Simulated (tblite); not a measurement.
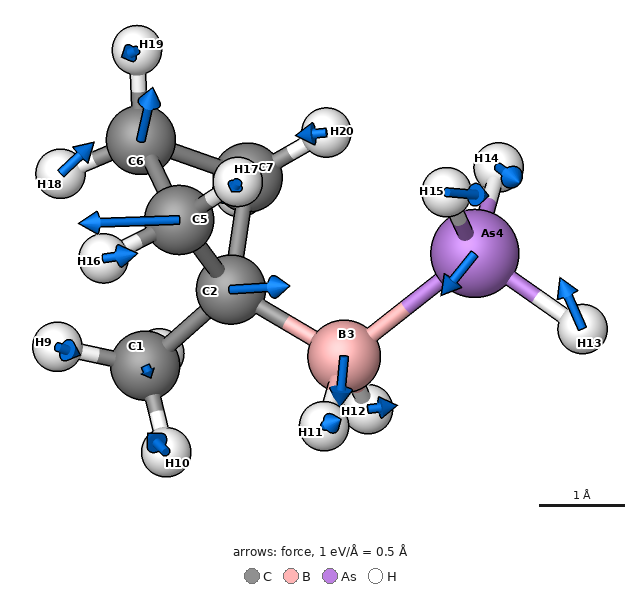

Starting geometry of C$_{5}$H$_{14}$AsB with the computed forces as blue arrows. The picture is a ball-and-stick view, seen at a tilt.

Theory: tblite, GFN2-xTB geometry optimisation, gas phase. 

Is this structure relaxed? If not, where do the atoms go?

It isn't relaxed: the largest force vector, on a C atom, is 2.51 eV/Å. The final displacements have little in common with the starting forces (cosine between the two patterns 0.23). The energy falls by 39.4 kcal/mol in 153 geometry steps. An H atom moves most after the best rigid fit: 1.69 Å. By element the largest moves are H 1.69 Å, C 0.75 Å, As 0.41 Å, B 0.19 Å. Among the contacts that change: As–H 1.583 → 1.487 Å, As–H 1.566 → 1.481 Å, As–B 2.033 → 2.107 Å, C–C 1.514 → 1.548 Å. Bond angles that change, for instance: H–As–H 111.9° → 93.4°, B–As–H 109.2° → 127.4°, H–As–H 110.2° → 93.3°. Groups turn about C–C by about 45°, C–C by about 45°, C–C by about 45°.
